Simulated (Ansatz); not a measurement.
The figure comes from a scan of CdO (rock salt): the cell is scaled evenly about its relaxed volume V₀. Computed with PBE (plane waves to 420 eV, PAW, scalar-relativistic; Ansatz, an electronic-structure program). k mesh 13×13×13 (Γ-centred), Fermi-Dirac smearing 0.05 eV. Energies are smeared free energies. CdO was relaxed with its symmetry unable to fall. The zero of ΔE is the relaxed starting cell.

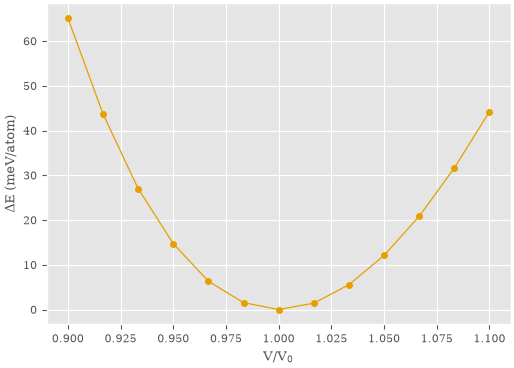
Fig. 1. ΔE (meV/atom) against V/V₀; one marker a computed point.

Task: Read the plotted values off the figure, to the accuracy that the plot allows.

Result: To the nearest 1:

| V/V₀ | ΔE (meV/atom) |
|---|---|
| 0.900 | 65 |
| 0.917 | 44 |
| 0.933 | 27 |
| 0.950 | 15 |
| 0.967 | 6 |
| 0.983 | 2 |
| 1.000 | 0 |
| 1.017 | 1 |
| 1.033 | 6 |
| 1.050 | 12 |
| 1.067 | 21 |
| 1.083 | 32 |
| 1.100 | 44 |

(Under strain, the slope of the energy per volume gives the stress and its curvature an elastic modulus.)
